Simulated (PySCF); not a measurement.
C8H12Si (SMILES C=C(C)[C@]1(C#CC)C[SiH2]1)

```yaml
atoms:
  - { symbol: C, position_ang: [-2.5539, 0.9330, -0.0621] }
  - { symbol: C, position_ang: [-1.2724, 0.7560, 0.2457] }
  - { symbol: C, position_ang: [-0.5737, 1.6751, 1.2051] }
  - { symbol: C, position_ang: [-0.4504, -0.3554, -0.2760] }
  - { symbol: C, position_ang: [0.9613, -0.1987, -0.1449] }
  - { symbol: C, position_ang: [2.1559, -0.0973, -0.0651] }
  - { symbol: C, position_ang: [3.5936, 0.0376, 0.0439] }
  - { symbol: C, position_ang: [-0.8831, -1.0983, -1.5570] }
  - { symbol: Si, position_ang: [-1.1245, -2.1518, -0.0302] }
  - { symbol: H, position_ang: [-3.0928, 0.2875, -0.7336] }
  - { symbol: H, position_ang: [-3.1178, 1.7506, 0.3533] }
  - { symbol: H, position_ang: [-0.1312, 1.1014, 2.0190] }
  - { symbol: H, position_ang: [0.2351, 2.2033, 0.7008] }
  - { symbol: H, position_ang: [-1.2656, 2.4036, 1.6201] }
  - { symbol: H, position_ang: [4.0418, -0.9193, 0.3141] }
  - { symbol: H, position_ang: [4.0164, 0.3669, -0.9060] }
  - { symbol: H, position_ang: [3.8432, 0.7701, 0.8121] }
  - { symbol: H, position_ang: [-1.7183, -0.6680, -2.0902] }
  - { symbol: H, position_ang: [-0.0626, -1.3261, -2.2254] }
  - { symbol: H, position_ang: [-2.4516, -2.2508, 0.5461] }
  - { symbol: H, position_ang: [-0.1582, -3.2024, 0.2297] }
```

Geometry: GFN2-xTB.

These are results of PySCF 2.14.0, PBE0/pcSseg-1, SCF density, gas phase, non-relativistic, not measurements.

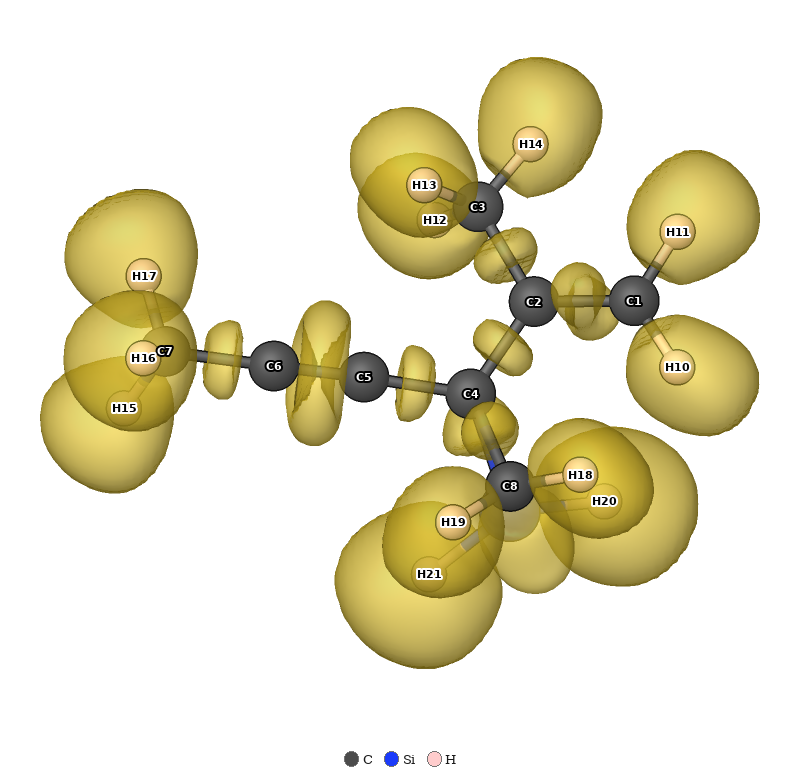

Figure 1. Isosurface of the electron localisation function at 0.8 (yellow), seen at a tilt. Core shells and regions of very low density are left out.

Where are the electrons localised?

Answer. At this value the surface marks out seven regions between bonded C–C atoms (shared pairs), one region between bonded C–Si atoms (shared pairs), twelve regions around hydrogen nuclei and one region on Si in which the atom's valence shell and bonds are merged.


C–C (1.20 Å): the ELF peaks at about 0.85 between the atoms (a short, multiple covalent bond). C–Si (1.87 Å): the ELF peaks at about 0.85 between the atoms: localised, covalent bonding.

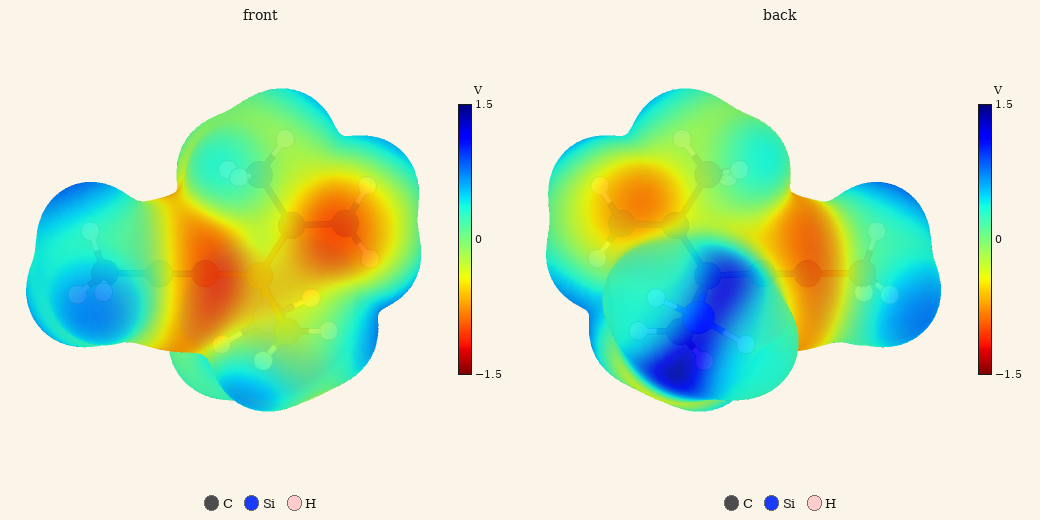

Figure 2. The molecular electrostatic potential painted on the density surface at 0.002 e/bohr³, seen from the front and from behind; the colour scale runs from red (negative) to blue (positive).

Which sites attract a positive test charge, and which a negative one?

Answer. A positive charge is drawn to the negative regions and a negative charge to the positive ones. The most negative region (about −1.0 V) lies over C1, C2, C5 and C6, the most positive (about +1.3 V) over Si9.

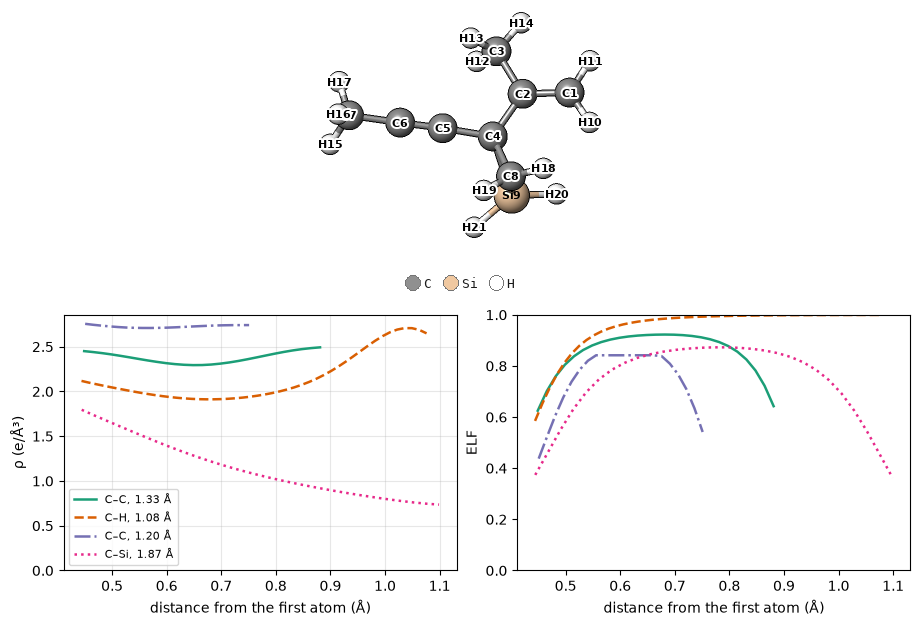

Figure 3. Total electron density and electron localisation function along straight lines between neighbouring atoms. The curves leave out the atomic cores. The structure is drawn too.

What can be read from the curves?

Answer. C–C (1.33 Å): ρ is about 2.3 e/Å³ halfway; the ELF peaks at about 0.90 between the atoms; a multiple bond.
C–H (1.08 Å): ρ at the midpoint is about 2 e/Å³; the ELF climbs to about 1 towards the hydrogen, as it does in any bond to H; a covalent bond by its length.
C–C (1.20 Å): ρ is about 2.7 e/Å³ halfway; the ELF peaks at about 0.85 between the atoms; a multiple bond.
C–Si (1.87 Å): the density is about 0.86 e/Å³ at the midpoint; the ELF peaks at about 0.85 between the atoms: localised, covalent bonding.
